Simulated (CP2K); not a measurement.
Consider methanimine at its PBE geometry (Å).

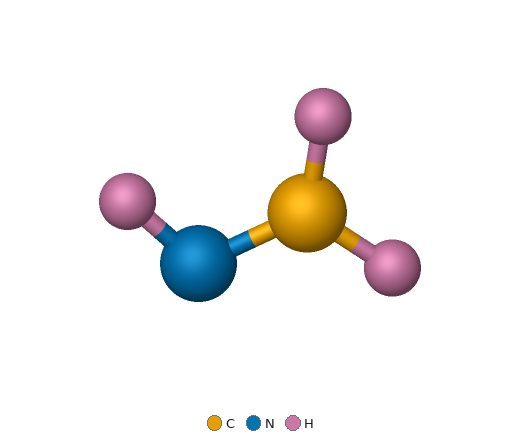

The molecule (carbon orange, nitrogen blue, hydrogen pink).

```xyz
5

C    -0.3944   -0.0126    0.0023
N     0.7574   -0.5592   -0.0657
H    -1.2832   -0.6548   -0.0569
H    -0.5752    1.0685    0.1186
H     1.4953    0.1580    0.0017
```

Method: CP2K XAS_TDP, all-electron GAPW, PBEh(45%), aug-cc-pVTZ, TDA, no relativity.

Question: Predict the bright core excitations at the C K edge.

Leading lines: C1 280.75 eV. The leading line of an atom is its first one with 35 % of the strongest within 2.5 eV of its lowest line over the strength cut. 

The first six lines of each atom with a strength over 0.0015:

| atom | energy (eV) | states | strength, one atom |
| --- | --- | --- | --- |
| C1 (bonded to N and 2 H) | 280.75 | 1 | 0.0606 |
|  | 284.75 | 1 | 0.0101 |
|  | 285.45 | 1 | 0.0170 |
|  | 286.00 | 1 | 0.0056 |
|  | 286.45 | 1 | 0.0073 |
|  | 287.12 | 1 | 0.0029 |

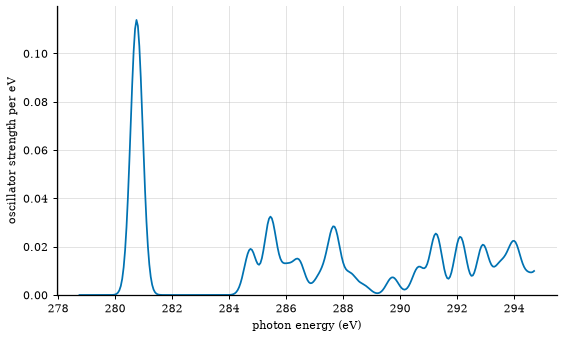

All atoms added, broadened by 0.5 eV.

Lines are vertical, at one geometry, with no vibrational structure. Without a correction of the core level, line positions, and the gaps between valence and Rydberg lines, follow the share of exact exchange. At this level such K lines come out 3 to 6 eV under measured ones. These values hold no scalar relativity, about 0.1 eV for C 1s. Rydberg lines, and the discretised continuum above threshold, depend on the basis and the box.

[Banner, clock and machine lines of the logs are left out without a mark of their own.]

[Logs are printed without paths, hosts, clocks, repeated set-up lines and the standing remarks that a program may print on its own settings, such as how far it seeks lower states.]

[Hosts, paths, dates, database ids (printed as entryN), source tags and the programs' standing remarks are cut or masked in the printed files.]
